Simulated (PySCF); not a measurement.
# B2Cl2H6N2: geometry, spin-spin couplings

Wanted: the spin-spin couplings of B2Cl2H6N2 (`N[B@H-]([NH3+])B(Cl)Cl`), by calculation.

Programs: PySCF 2.14.0, with density-fitted response routines of our own. Each step states its level of theory. These are calculated values for one molecule in the gas phase, unless marked as measured. Atoms count from 0, in the outputs and in this text.

### 1 The molecule as given

12 atoms, charge 0, multiplicity 1; geometry from: GFN2-xTB. The atoms were then displaced at random by about 0.01 Å, so the start is not that level's minimum.

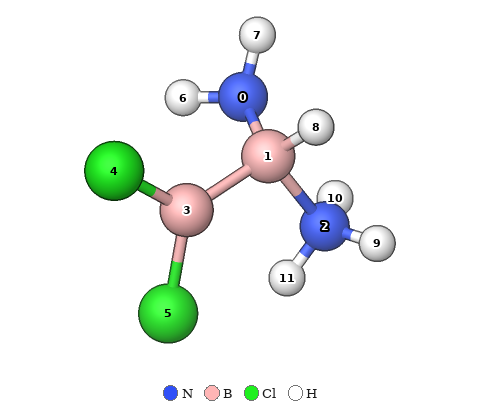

The starting geometry (nitrogen blue, boron pink, chlorine green, hydrogen white), atoms numbered; sticks join atoms by distance.

### 2 Relaxing the molecule at PBE0-D3(BJ)/def2-SVP

What the job is given:

```
{"job": {"xc": "PBE0", "basis": "def2-SVP", "d3": "d3bj", "grid": 1, "shake": 0.01, "kind": "geom"}, "charge": 0, "multiplicity": 1}
N     -0.724380     1.271220    -0.391100
B      0.223490     0.148000    -0.480400
N     -0.819770    -1.192390    -0.250570
B      1.390560     0.104570     0.796300
Cl     2.684180     1.169720     1.004020
Cl     1.146120    -1.032990     2.128550
H     -0.734070     1.839640     0.453340
H     -0.741490     1.936500    -1.182050
H      0.646870     0.015250    -1.563640
H     -0.619400    -1.946260    -0.882880
H     -1.745850    -0.825550    -0.362060
H     -0.666560    -1.515980     0.721460
```

On the command line:

```console
OMP_NUM_THREADS=1 python probes_run.py task.json out
```

This one command runs all jobs of the session in turn.

What it wrote:

```text
step   0  E = -1082.43307051  max force = 0.036662
step   1  E = -1082.43946635  max force = 0.013405
step   2  E = -1082.44066999  max force = 0.006782
step   3  E = -1082.44121586  max force = 0.002820
step   4  E = -1082.44137106  max force = 0.002444
step   5  E = -1082.44157346  max force = 0.003218
step   6  E = -1082.44168316  max force = 0.002230
step   7  E = -1082.44180164  max force = 0.001704
step   8  E = -1082.44189121  max force = 0.001824
step   9  E = -1082.44195658  max force = 0.002027
step  10  E = -1082.44198244  max force = 0.001350
step  11  E = -1082.44193538  max force = 0.000927
step  12  E = -1082.44198154  max force = 0.000766
step  13  E = -1082.44198839  max force = 0.001299
step  14  E = -1082.44199104  max force = 0.001717
step  15  E = -1082.44199871  max force = 0.001056
step  16  E = -1082.44200237  max force = 0.000277
optimisation converged
```

It took 1.7 min on 1 thread of Arm Neoverse V1, shared host; peak memory 0.51 GiB.

The steps of the relaxation: (the energy doesn't fall at every step)

| step | energy from step 0 (eV) | largest force component (eV/Å) |
| --- | --- | --- |
| 0 | 0.0000 | 1.8852 |
| 1 | -0.1740 | 0.6893 |
| 2 | -0.2068 | 0.3487 |
| 3 | -0.2216 | 0.1450 |
| 4 | -0.2259 | 0.1257 |
| 5 | -0.2314 | 0.1655 |
| 6 | -0.2344 | 0.1147 |
| 7 | -0.2376 | 0.0876 |
| 8 | -0.2400 | 0.0938 |
| 9 | -0.2418 | 0.1042 |
| 10 | -0.2425 | 0.0694 |
| 11 | -0.2412 | 0.0477 |
| 12 | -0.2425 | 0.0394 |
| 13 | -0.2427 | 0.0668 |
| 14 | -0.2427 | 0.0883 |
| 15 | -0.2429 | 0.0543 |
| 16 | -0.2430 | 0.0142 |

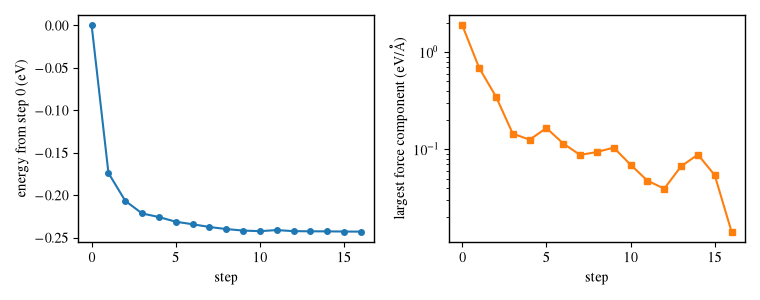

Energy and force, step by step.

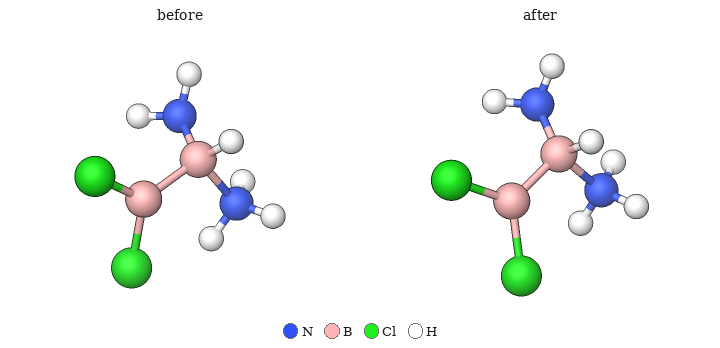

Before and after, at one scale.

Close pairs (by a distance rule), those that changed most:

```
  bond  before (Å)  after (Å)  change (Å)
B3–Cl4       1.689      1.762      +0.074
 B1–H8       1.171      1.238      +0.067
 B1–N2       1.714      1.681      -0.033
 B1–B3       1.730      1.702      -0.029
B3–Cl5       1.769      1.791      +0.023
 N0–B1       1.472      1.494      +0.021
 N0–H7       1.034      1.014      -0.020
N2–H10       1.002      1.021      +0.019
```

The end geometry stands in the next job.

```
                         at the end point                value
  point group (found at 0.08 Å tolerance)                   C1
rotational constants (GHz, main isotopes)  2.273, 1.718, 1.016
                        dipole moment (D)                 4.45
```

### 3 Spin-spin couplings: B3LYP/cc-pVTZ

What the job is given:

```
{"job": {"kind": "j", "xc": "B3LYP", "basis": "cc-pVTZ"}, "charge": 0, "multiplicity": 1}
N     -0.596667     1.454094    -0.350414
B      0.181701     0.179148    -0.353500
N     -0.947892    -1.064386    -0.292680
B      1.303772    -0.105939     0.893700
Cl     2.499202     1.086041     1.399789
Cl     1.378373    -1.674192     1.756440
H     -0.386089     2.096877     0.404877
H     -0.569574     1.978362    -1.217602
H      0.786397    -0.058662    -1.407238
H     -0.694994    -1.870495    -0.863537
H     -1.821532    -0.659292    -0.633219
H     -1.092716    -1.398079     0.662545
```

Level: B3LYP/cc-pVTZ indirect spin-spin coupling, non-relativistic, gas phase.

What it wrote:

```text
coarse grid: 11264 points
cycle   1  E = -1083.3812352854  dE =  4.886e-01  |g| = 5.798e-01  |ddm| = 6.918e+00
cycle   2  E = -1083.3005354412  dE =  8.070e-02  |g| = 8.456e-01  |ddm| = 3.035e+00
cycle   3  E = -1083.4654541589  dE = -1.649e-01  |g| = 1.087e-01  |ddm| = 2.005e+00
cycle   4  E = -1083.4680068168  dE = -2.553e-03  |g| = 3.111e-02  |ddm| = 2.242e-01
cycle   5  E = -1083.4681926218  dE = -1.858e-04  |g| = 9.841e-03  |ddm| = 5.669e-02
cycle   6  E = -1083.4682134194  dE = -2.080e-05  |g| = 2.612e-03  |ddm| = 1.724e-02
cycle   7  E = -1083.4682146662  dE = -1.247e-06  |g| = 5.433e-04  |ddm| = 4.133e-03
final grid: 100128 points
cycle   8  E = -1083.4797667316  dE = -7.169e-05  |g| = 7.454e-03  |ddm| = 8.634e-02
cycle   9  E = -1083.4797533097  dE =  1.342e-05  |g| = 1.088e-02  |ddm| = 2.984e-02
cycle  10  E = -1083.4797775810  dE = -2.427e-05  |g| = 7.211e-04  |ddm| = 1.841e-02
cycle  11  E = -1083.4797776712  dE = -9.026e-08  |g| = 2.934e-04  |ddm| = 1.464e-03
cycle  12  E = -1083.4797776883  dE = -1.704e-08  |g| = 9.303e-05  |ddm| = 4.896e-04
cycle  13  E = -1083.4797776900  dE = -1.673e-09  |g| = 1.630e-05  |ddm| = 1.425e-04
cycle  14  E = -1083.4797776900  dE = -6.958e-11  |g| = 4.392e-06  |ddm| = 3.108e-05
converged SCF energy = -1083.4797776900

Indirect spin-spin couplings (Hz)
  i      j    bonds     total        FC       PSO       DSO        SD
  0 N    1 B    1    -21.806   -22.454     0.900    -0.095    -0.157
  0 N    2 N    2      7.137     7.210    -0.068     0.005    -0.010
  0 N    3 B    2      0.283     0.166     0.089    -0.026     0.054
  0 N    6 H    1    -60.482   -56.460    -3.404    -0.263    -0.356
  0 N    7 H    1    -60.149   -56.084    -3.458    -0.246    -0.362
  0 N    8 H    2      0.831     0.777     0.024     0.032    -0.002
  0 N    9 H    3     -3.270    -3.345    -0.086     0.166    -0.006
  0 N   10 H    3     -1.140    -1.153     0.132    -0.112    -0.006
  0 N   11 H    3     -0.050    -0.059    -0.043     0.068    -0.016
  1 B    2 N    1     -1.090    -0.485    -0.069    -0.101    -0.435
  1 B    3 B    1     93.401    93.452    -0.820     0.425     0.343
  1 B    6 H    2      1.409     1.693     0.135    -0.471     0.053
  1 B    7 H    2     -1.805    -1.480     0.124    -0.510     0.061
  1 B    8 H    1    102.932   102.279    -0.659     1.183     0.129
  1 B    9 H    2     -0.938    -0.984     0.242    -0.252     0.056
  1 B   10 H    2     -1.271    -1.547     0.278    -0.113     0.111
  1 B   11 H    2     -1.336    -1.491     0.254    -0.165     0.065
  2 N    3 B    2     -4.584    -4.626     0.057    -0.038     0.024
  2 N    6 H    3     -1.327    -1.364    -0.107     0.133     0.011
  2 N    7 H    3     -0.578    -0.590    -0.100     0.118    -0.005
  2 N    8 H    2     -4.409    -4.417     0.062    -0.041    -0.013
  2 N    9 H    1    -59.044   -56.414    -2.368    -0.229    -0.032
  2 N   10 H    1    -60.790   -58.387    -2.138    -0.233    -0.031
  2 N   11 H    1    -59.149   -56.624    -2.244    -0.255    -0.025
  3 B    6 H    3      8.534     8.309    -0.183     0.382     0.026
  3 B    7 H    3      6.798     6.712     0.352    -0.288     0.022
  3 B    8 H    2     -6.806    -7.420    -0.042     0.405     0.251
  3 B    9 H    3      0.993     0.994     0.033    -0.016    -0.017
  3 B   10 H    3      3.695     3.606     0.396    -0.319     0.012
  3 B   11 H    3      4.789     4.703    -0.357     0.437     0.006
  6 H    7 H    2     -7.256    -8.245     5.395    -4.406         -
  6 H    8 H    3      5.666     5.926     1.813    -2.074         -
  6 H    9 H    4     -0.197     0.071     1.914    -2.182         -
  6 H   10 H    4     -0.212    -0.073     1.234    -1.373         -
  6 H   11 H    4     -0.283    -0.242     0.780    -0.820         -
  7 H    8 H    3     12.846    12.722    -0.124     0.249         -
  7 H   11 H    4     -0.395    -0.168     1.815    -2.043         -
  8 H    9 H    3      4.491     4.211    -0.396     0.677         -
  8 H   10 H    3      0.105     0.155     1.011    -1.061         -
  8 H   11 H    3      7.431     7.634     1.846    -2.050         -
  9 H   10 H    2     -9.364    -9.494     4.787    -4.658         -
  9 H   11 H    2    -10.897   -11.249     4.499    -4.147         -
 10 H   11 H    2    -10.276   -10.506     4.521    -4.291         -
```

It took 72 s on 1 thread of Arm Neoverse V1, shared host; peak memory 1 GiB.

This basis has no tight s functions, so the Fermi-contact terms are rough.

Couplings of 1 Hz or more over one to four bonds, nine at most for each number, with means over like pairs (isotopes 11B, 1H, 15N):

```
  pair  bonds  J (Hz)  Fermi contact (Hz)
 B1–H8      1   102.9               102.3
 B1–B3      1    93.4                93.5
 N0–H6      1   -60.3               -56.3
 N2–H9      1   -59.7               -57.1
 N0–B1      1   -21.8               -22.5
 B1–N2      1    -1.1                -0.5
H9–H10      2   -10.2               -10.4
 H6–H7      2    -7.3                -8.2
 N0–N2      2     7.1                 7.2
 B3–H8      2    -6.8                -7.4
 N2–B3      2    -4.6                -4.6
 N2–H8      2    -4.4                -4.4
 B1–H9      2    -1.2                -1.3
 H6–H8      3     9.3                 9.3
 B3–H6      3     7.7                 7.5
 H8–H9      3     4.0                 4.0
 B3–H9      3     3.2                 3.1
 N0–H9      3    -1.5                -1.5
```

Means hide unlike values in this fixed geometry: H6–H8 from 5.7 to 12.8 Hz; H8–H9 from 0.1 to 7.4 Hz. They hold only if the pairs exchange fast.

The spin-dipole term was solved for some atoms only; pairs without it lack that part.

The response was solved for the nuclei of B, H, N alone, so couplings that need other nuclei can be missing.

Quadrupole couplings from the field gradients of the same density:

| atom | isotope | eQq/h (MHz) | η |
| --- | --- | --- | --- |
| Cl4 | 35Cl | -35.4 | 0.70 |
| Cl5 | 35Cl | -33.8 | 0.62 |
| N0 | 14N | -4.124 | 0.34 |
| B3 | 11B | 3.816 | 0.96 |
| B1 | 11B | 2.322 | 0.31 |
| N2 | 14N | -2.165 | 0.09 |

### 4 Spin-spin couplings: B3LYP/6-31G*

The job, as its differences from that of step 3:

```diff
@@ -1,2 +1,2 @@
-{"job": {"kind": "j", "xc": "B3LYP", "basis": "cc-pVTZ"}, "charge": 0, "multiplicity": 1}
+{"job": {"kind": "j", "xc": "B3LYP", "basis": "6-31G*"}, "charge": 0, "multiplicity": 1}
 N     -0.596667     1.454094    -0.350414
```

Level: B3LYP/6-31G* indirect spin-spin coupling, non-relativistic, gas phase.

What it wrote:

```text
coarse grid: 11264 points
cycle   1  E = -1083.2912428370  dE =  5.165e-01  |g| = 5.714e-01  |ddm| = 3.170e+00
cycle   2  E = -1083.2419826544  dE =  4.926e-02  |g| = 7.474e-01  |ddm| = 1.601e+00
cycle   3  E = -1083.3756879448  dE = -1.337e-01  |g| = 1.017e-01  |ddm| = 9.633e-01
cycle   4  E = -1083.3782216284  dE = -2.534e-03  |g| = 2.003e-02  |ddm| = 1.334e-01
cycle   5  E = -1083.3783075406  dE = -8.591e-05  |g| = 9.035e-03  |ddm| = 3.009e-02
cycle   6  E = -1083.3783260923  dE = -1.855e-05  |g| = 1.841e-03  |ddm| = 9.351e-03
cycle   7  E = -1083.3783268343  dE = -7.420e-07  |g| = 3.625e-04  |ddm| = 1.795e-03
final grid: 100128 points
cycle   8  E = -1083.3159781272  dE = -2.027e-05  |g| = 6.656e-03  |ddm| = 1.917e-02
cycle   9  E = -1083.3159680420  dE =  1.009e-05  |g| = 9.528e-03  |ddm| = 1.633e-02
cycle  10  E = -1083.3159884835  dE = -2.044e-05  |g| = 4.183e-04  |ddm| = 9.307e-03
cycle  11  E = -1083.3159885242  dE = -4.066e-08  |g| = 1.539e-04  |ddm| = 6.712e-04
cycle  12  E = -1083.3159885289  dE = -4.687e-09  |g| = 6.075e-05  |ddm| = 1.711e-04
cycle  13  E = -1083.3159885297  dE = -8.283e-10  |g| = 8.907e-06  |ddm| = 7.300e-05
converged SCF energy = -1083.3159885297

Indirect spin-spin couplings (Hz)
  i      j    bonds     total        FC       PSO       DSO        SD
  0 N    1 B    1    -30.386   -30.941     0.770    -0.096    -0.119
  0 N    2 N    2      7.357     7.413    -0.051     0.004    -0.010
  0 N    3 B    2      0.034    -0.057     0.064    -0.025     0.052
  0 N    6 H    1    -70.518   -67.124    -2.840    -0.315    -0.239
  0 N    7 H    1    -68.906   -65.480    -2.891    -0.299    -0.236
  0 N    8 H    2      0.949     0.888     0.029     0.029     0.002
  0 N    9 H    3     -3.062    -3.166    -0.062     0.165     0.001
  0 N   10 H    3     -0.630    -0.614     0.110    -0.108    -0.018
  0 N   11 H    3     -0.079    -0.106    -0.028     0.068    -0.013
  1 B    2 N    1     -6.514    -5.985    -0.098    -0.100    -0.331
  1 B    3 B    1    134.816   134.776    -0.671     0.419     0.292
  1 B    6 H    2      2.061     2.473     0.001    -0.457     0.044
  1 B    7 H    2     -0.800    -0.330    -0.029    -0.494     0.052
  1 B    8 H    1    114.474   113.921    -0.733     1.236     0.050
  1 B    9 H    2     -0.998    -0.962     0.157    -0.235     0.042
  1 B   10 H    2     -1.890    -2.071     0.188    -0.095     0.088
  1 B   11 H    2     -1.614    -1.699     0.179    -0.148     0.053
  2 N    3 B    2     -4.778    -4.790     0.027    -0.037     0.022
  2 N    6 H    3     -1.219    -1.272    -0.091     0.132     0.012
  2 N    7 H    3     -0.458    -0.487    -0.085     0.117    -0.003
  2 N    8 H    2     -3.579    -3.539     0.011    -0.040    -0.011
  2 N    9 H    1    -68.439   -66.165    -1.957    -0.273    -0.044
  2 N   10 H    1    -70.469   -68.382    -1.765    -0.274    -0.047
  2 N   11 H    1    -68.746   -66.551    -1.863    -0.297    -0.035
  3 B    6 H    3      7.101     6.789    -0.099     0.379     0.031
  3 B    7 H    3      5.436     5.419     0.284    -0.287     0.021
  3 B    8 H    2     -2.060    -2.749     0.088     0.404     0.197
  3 B    9 H    3      0.818     0.807     0.040    -0.016    -0.014
  3 B   10 H    3      4.626     4.593     0.341    -0.318     0.010
  3 B   11 H    3      4.231     4.018    -0.231     0.435     0.009
  6 H    7 H    2     -8.918    -8.235     3.533    -4.216         -
  6 H    8 H    3      4.881     5.708     1.210    -2.036         -
  6 H    9 H    4     -0.580     0.185     1.388    -2.154         -
  6 H   10 H    4     -0.667    -0.184     0.870    -1.353         -
  6 H   11 H    4     -0.518    -0.228     0.509    -0.798         -
  7 H    8 H    3     11.911    11.939    -0.304     0.277         -
  7 H    9 H    4     -0.339     0.211     0.898    -1.448         -
  7 H   11 H    4     -0.868    -0.149     1.294    -2.014         -
  8 H    9 H    3      4.056     3.773    -0.423     0.705         -
  8 H   10 H    3     -0.169     0.211     0.642    -1.021         -
  8 H   11 H    3      7.449     8.129     1.327    -2.007         -
  9 H   10 H    2    -12.226   -10.756     2.999    -4.469         -
  9 H   11 H    2    -13.214   -12.039     2.784    -3.960         -
 10 H   11 H    2    -12.909   -11.607     2.804    -4.106         -
```

Run time: 16 s. Hardware: 1 thread of Arm Neoverse V1, shared host; peak memory 0.61 GiB.

This basis has no tight s functions, so the Fermi-contact terms are rough.

This run: J(B1,B3) 134.8 Hz, J(B1,H8) 114.5 Hz, J(N0,H6) -69.7 Hz (means over like pairs).

### 5 Run by run: spin-spin couplings

Couplings (Hz), each a mean over the pairs like the one named, with basis size and wall time:

```csv
run,B1–B3,B1–H8,N0–H6,N2–H9,N0–B1,H9–H10,H6–H8,functions,time
B3LYP/cc-pVTZ,93.4,102.9,-60.3,-59.7,-21.8,-10.2,9.3,272,72 s
B3LYP/6-31G*,134.8,114.5,-69.7,-69.2,-30.4,-12.8,8.4,104,16 s
```

### 6 What came out

| quantity | value |
| --- | --- |
| point group | C1 |
| rotational constants (main isotopes) | 2.27, 1.72, 1.02 GHz |
| largest coupling of the table (B3LYP/cc-pVTZ) | 1J(B,H) B1–H8, 102.9 Hz |
| range of J(B1,B3), mean over like pairs | 93.4 to 134.8 Hz |

In words: The start of the PBE0/def2-SVP relaxation was shaken at random by about 0.01 Å, so part of the energy gained, and of the first lengths quoted, undoes that. Relaxing lowered the energy by 0.243 eV in 16 steps; the close pair that moved most is B3–Cl4, from 1.689 to 1.762 Å. No frequency check was run at this level, so the end point may be a saddle. In the run at B3LYP/cc-pVTZ, the largest coupling of the table is B1–H8, 102.9 Hz, of which the Fermi-contact term gives 102.3 Hz. Couplings across rotatable bonds belong to this one conformer; where others are populated, the observed values are averages. The coupling B1–B3, as a mean over pairs of its kind, runs from 93.4 Hz (B3LYP/cc-pVTZ) to 134.8 Hz (B3LYP/6-31G*). Couplings from bases without tight functions are rough.
